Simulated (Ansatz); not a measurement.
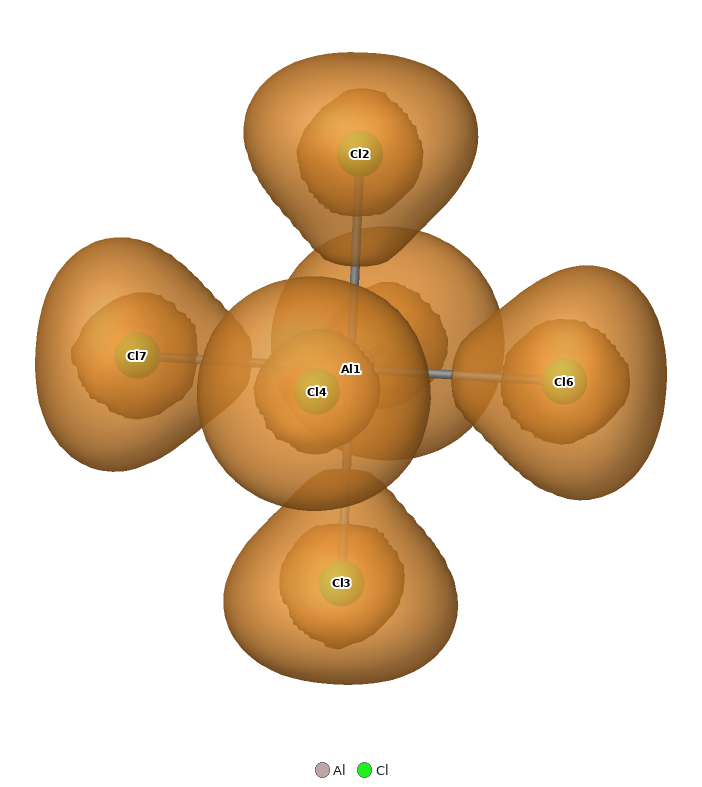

Figure. AlCl$_{6}$ (charge −3). Isosurface of the ELF at 0.75 (orange), seen across its widest extent. Core shells and regions of very low density are left out.

Geometry: PBE-D4/def2-SVPD; the highest occupied orbital lies above zero, a sign that basis and functional describe the outermost electron poorly.

Level of theory: RKS PBE0-D4/def2-TZVPD in Ansatz 0.2.0.

```xyz
7

Al    0.0000    0.0000    0.0001
Cl   -0.0201   -0.0109    2.4373
Cl    0.0201    0.0109   -2.4371
Cl    2.4372    0.0053    0.0200
Cl   -2.4372   -0.0053   -0.0201
Cl   -0.0054    2.4373    0.0108
Cl    0.0054   -2.4373   -0.0109
```

Where are the electrons localised?

Answer. At this value the surface marks out six regions on Cl in which the atom's valence shell and bonds are merged. Along the contacts the grid gives the following. Al–Cl (2.44 Å): the ELF peaks at about 0.90 in the valence shell of Cl, 0.8 Å from its nucleus, and is about 0.80 at the midpoint.
